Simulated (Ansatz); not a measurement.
Ir: response to strain

The parent structure is Ir in the fcc (Cu type) structure (space group Fm-3m, No. 225; a = 3.872 Å; relaxed with 0.1 eV smearing).

Strains are applied to the cell and any free atomic positions relax.

Calculations: Ansatz (a quantum-chemistry and plane-wave program), PBE, PAW, cutoff 420 eV, scalar-relativistic without spin-orbit coupling.

Notes on the quantities. energy relative to the base: free energy F.

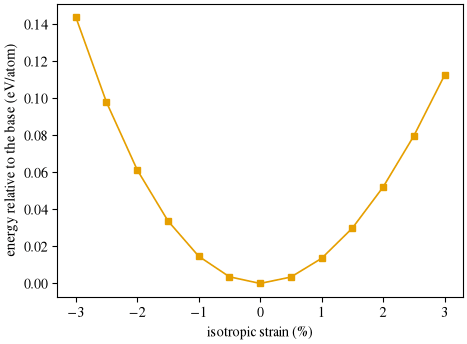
Energy relative to the base against isotropic strain

```json
[
 {"isotropic strain (%)": "-3", "energy relative to the base": "+144 meV/atom"},
 {"isotropic strain (%)": "-2.5", "energy relative to the base": "+98 meV/atom"},
 {"isotropic strain (%)": "-2", "energy relative to the base": "+61 meV/atom"},
 {"isotropic strain (%)": "-1.5", "energy relative to the base": "+34 meV/atom"},
 {"isotropic strain (%)": "-1", "energy relative to the base": "+15 meV/atom"},
 {"isotropic strain (%)": "-0.5", "energy relative to the base": "+3.6 meV/atom"},
 {"isotropic strain (%)": "0.5", "energy relative to the base": "+3.5 meV/atom"},
 {"isotropic strain (%)": "1", "energy relative to the base": "+14 meV/atom"},
 {"isotropic strain (%)": "1.5", "energy relative to the base": "+30 meV/atom"},
 {"isotropic strain (%)": "2", "energy relative to the base": "+52 meV/atom"},
 {"isotropic strain (%)": "2.5", "energy relative to the base": "+80 meV/atom"},
 {"isotropic strain (%)": "3", "energy relative to the base": "+112 meV/atom"}
]
```

Whether these cells are dynamically stable was not tested. The final runs are not spin-polarised.
